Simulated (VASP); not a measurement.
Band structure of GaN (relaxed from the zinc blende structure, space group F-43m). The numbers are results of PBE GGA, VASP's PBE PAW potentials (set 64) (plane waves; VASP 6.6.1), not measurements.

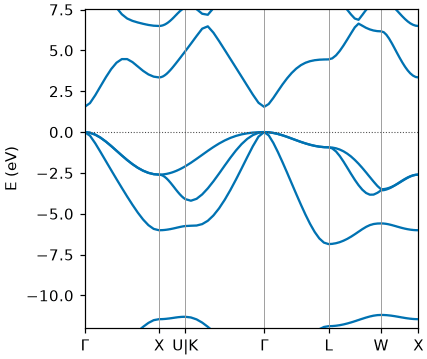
Figure. Bands along high-symmetry lines, zero at the valence-band maximum or, without a gap, the Fermi level

Question: Read the plot: is there a gap, and where are the band edges?

Answer: The gap is direct, 1.54 eV, from the valence maximum at Γ to the conduction minimum at Γ. (Edges off the drawn lines would not show.)

The structure was generated: GaN was put into the zinc blende type (F-43m), which need not be its known phase. It was relaxed first, which changed the volume by +6 %.
